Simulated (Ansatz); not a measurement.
**AlHSBr: one change and its effect**

System: AlHSBr, multiplicity 2.
Method of the first run: UKS PBE-QIDH (frozen core)/def2-TZVPP (Ansatz 0.2.0).

The geometry comes from this level: PBE0-D4/def2-TZVP. Text and figures count atoms from 1; the logs count them from 0 in places.

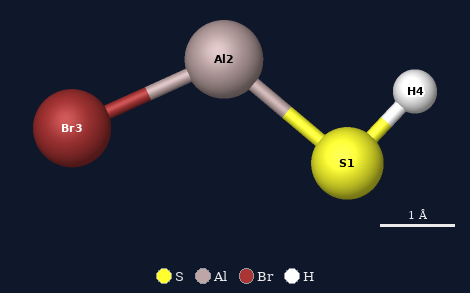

**Figure 1.** The structure as given in the input (ball-and-stick view, seen on its broad side; atoms are numbered from 1 in the order of the input). Sticks mark near contacts. Bond lengths as drawn: Al–Br 2.27 Å, Al–S 2.19 Å and H–S 1.34 Å.

**The input, the first run**
```yaml
crystal:
  periodic: [false, false, false]
  atoms:
    - {symbol: S, position_ang: [0.335008, 1.031959, -0.766838]}
    - {symbol: Al, position_ang: [-0.343194, -0.500034, 0.648832]}
    - {symbol: Br, position_ang: [0.369509, -2.610756, 0.212956]}
    - {symbol: H, position_ang: [-0.305723, 2.018531, -0.115351]}
basis:
  gaussian: {orbitals: def2-TZVPP}
magnetization: {spin_polarized: true, initial_magnetization: 1}
hamiltonian: {xc: {name: PBE-QIDH}}
```

Hardware: 2 CPU threads, shared host.

**Output (the first run)**
```
Functional definition: PBE-QIDH
  parameter a = 3^(-1/3)
  parameter c = 1/3
  exchange = (1 - a)*pbe_x + a*exact_x
  correlation = (1 - c)*pbe_c + c*(mp2_os + mp2_ss)
898 factors; integrals over basis functions are off by at most 7.2e-4 eV
mean field evaluation 1: about -87462.9791 eV, gradient 1.1e1 eV
mean field evaluation 2: about -87463.0864 eV, gradient 1.1e1 eV
mean field evaluation 4: about -87464.2509 eV, gradient 1.5e0 eV
mean field evaluation 8: about -87464.3027 eV, gradient 2.2e-1 eV
mean field evaluation 16: about -87464.3040 eV, gradient 2.4e-3 eV
mean field -87464.30399457 eV, -3214.2538863660 hartree, gradient 8.2e-6 eV, S^2 0.754545; 0 other end points of the search recorded, 0 dependent functions left out
19 core orbitals not correlated: weight in the atoms' cores, before any rotation towards them, 1.000 or more for the frozen orbitals, at most 0.000 for the correlated occupied ones
reference -87464.30400515 eV, -3214.2538867546 hartree; 14, 13 occupied and 113, 114 virtual orbitals, 898 factors
second order -15.35292806 eV of doubles, -0.00000000 eV of singles
Total energy: -87469.42164783 eV, -3214.4419566544 hartree
```

The second run used a changed input.

**The two runs side by side**

```tsv
quantity	the first run	the second run
outcome	converged	converged
total energy (hartree)	−3214.441957	−3214.848893
⟨S²⟩	0.755	0.754
basis functions	146	146
wall time (shared host)	9.5 s	11 s
```

What was changed in the input?

The change (lines with − go, lines with + come):
```diff
-hamiltonian: {xc: {name: PBE-QIDH}}
+hamiltonian: {xc: {name: B2PLYP}}
```

The total energies belong to different methods, so their difference says nothing on which is more stable or more accurate. The functional changes from PBE-QIDH to B2PLYP.

**Output (the second run)**
```
Functional definition: B2PLYP
  parameter a = 0.53
  parameter c = 0.27
  exchange = (1 - a)*b88_x + a*exact_x
  correlation = (1 - c)*lyp_c + c*(mp2_os + mp2_ss)
898 factors; integrals over basis functions are off by at most 7.2e-4 eV
mean field evaluation 1: about -87474.7792 eV, gradient 1.2e1 eV
mean field evaluation 2: about -87474.8661 eV, gradient 1.2e1 eV
mean field evaluation 4: about -87475.9979 eV, gradient 1.5e0 eV
mean field evaluation 8: about -87476.0315 eV, gradient 7.8e-2 eV
mean field evaluation 16: about -87476.0317 eV, gradient 6.5e-4 eV
mean field -87476.03171809 eV, -3214.6848722559 hartree, gradient 8.5e-6 eV, S^2 0.753989; 0 other end points of the search recorded, 0 dependent functions left out
19 core orbitals not correlated: weight in the atoms' cores, before any rotation towards them, 1.000 or more for the frozen orbitals, at most 0.000 for the correlated occupied ones
reference -87476.03185875 eV, -3214.6848774251 hartree; 14, 13 occupied and 113, 114 virtual orbitals, 898 factors
second order -16.52996713 eV of doubles, -0.00000000 eV of singles
Total energy: -87480.49494988 eV, -3214.8488929987 hartree
```
